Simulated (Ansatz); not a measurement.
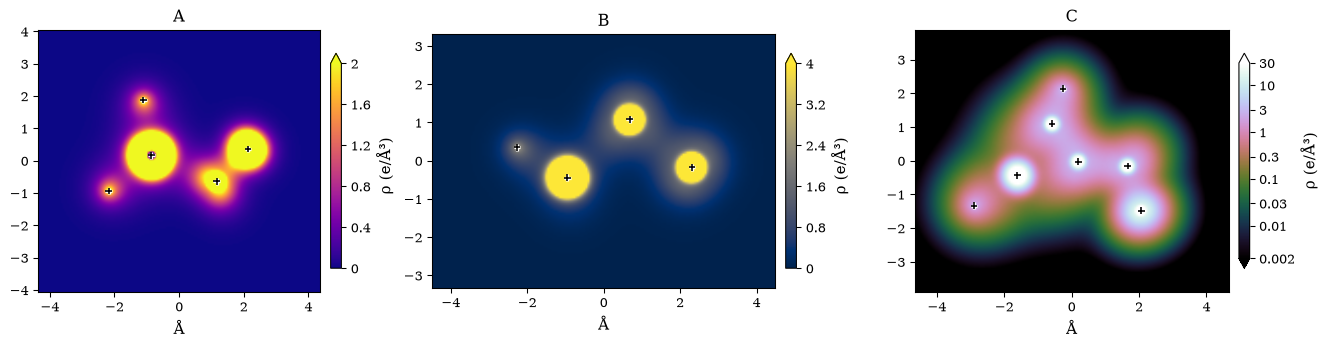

The total electron density of 3 systems, each on a plane through atoms (crosses mark nuclei in the plane).

Level of theory: RKS PBE0-D4/def2-TZVPP in Ansatz.

System 1: GeH4S2 (SMILES S[S][GeH3]), the plane of atoms S2, Ge3 and H6. Geometry: PBE0-D4/def2-TZVP.

```xyz
7

S    -1.0852   -1.9651    0.0025
S    -1.4183   -0.0006    0.5188
Ge    0.6467    0.8033    0.2332
H    -1.3180   -1.8616   -1.3200
H     1.0360    0.6499   -1.2445
H     0.5857    2.2858    0.6352
H     1.6146    0.0204    1.1291
```

System 2: C3H4AlF, the plane of atoms C2, C3 and C4. Geometry: PBE0-D4/def2-TZVP.

```yaml
atoms:
  - { symbol: F, position_ang: [0.8213, 1.1037, -1.8867] }
  - { symbol: C, position_ang: [0.9332, 0.0319, -1.0180] }
  - { symbol: C, position_ang: [-0.0923, 0.0677, 0.0402] }
  - { symbol: C, position_ang: [-0.3214, -0.8001, 1.0746] }
  - { symbol: Al, position_ang: [-1.5308, 0.5968, 1.0894] }
  - { symbol: H, position_ang: [1.9386, 0.0648, -0.5821] }
  - { symbol: H, position_ang: [0.8432, -0.8848, -1.6124] }
  - { symbol: H, position_ang: [0.2309, -1.7084, 1.3141] }
  - { symbol: H, position_ang: [-2.7344, 1.4820, 1.5637] }
```

System 3: CH4FIn, the plane of atoms F1, C2 and In3. Geometry: PBE0-D4/def2-TZVP; core potentials replace the inner electrons of In.

```xyz
7

F    -1.8596    0.1013   -0.6309
C    -0.6444   -0.5622   -0.4971
In    0.8212    0.6285    0.5924
H    -0.2785   -0.8042   -1.5008
H    -0.8316   -1.5110    0.0172
H     0.3978    2.1909    1.1778
H     2.3950   -0.0433    0.8413
```

Question: Match each panel to its system.

Answer: Panel A is system 3, CH4FIn: the plane holds F, C, In and H. C–F (1.39 Å): the density is about 2 e/Å³ at the midpoint, with its minimum of 1.6 e/Å³ about 0.5 Å from C. Panel B is system 1, GeH4S2: the plane holds S, Ge and H. S–S (2.06 Å): the density is about 0.99 e/Å³ at the midpoint. Panel C is system 2, C3H4AlF: the plane holds F, C, Al and H. C–C (1.37 Å): the density is about 2.2 e/Å³ at the midpoint.
